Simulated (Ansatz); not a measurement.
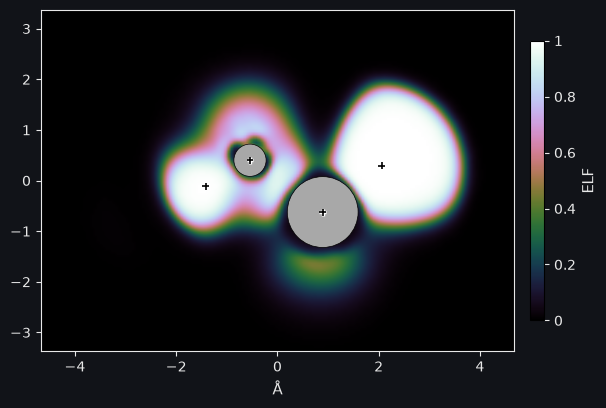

The electron localisation function on a plane through atoms (crosses mark nuclei in the plane; grey discs cover the cores).

The calculation used Ansatz 0.2.0, RKS PBE0-D4/def2-TZVPP.

Candidates:
A. CH$_{7}$Si···H$_{3}$Si
B. H$_{5}$NSi···HCl···HF
C. C$_{3}$H$_{5}$ (charge +1)

> Which candidate gave the map?

Candidate B: H$_{5}$NSi···HCl···HF on the plane of atoms H4, Si1 and N7, which holds Si, H and N. Si–N (1.76 Å): the ELF peaks at about 0.95 between the atoms, as expected for a shared but strongly polarised pair. N–H (1.02 Å): the ELF climbs to about 1 towards the hydrogen, as it does in any bond to H; a covalent bond by its length.
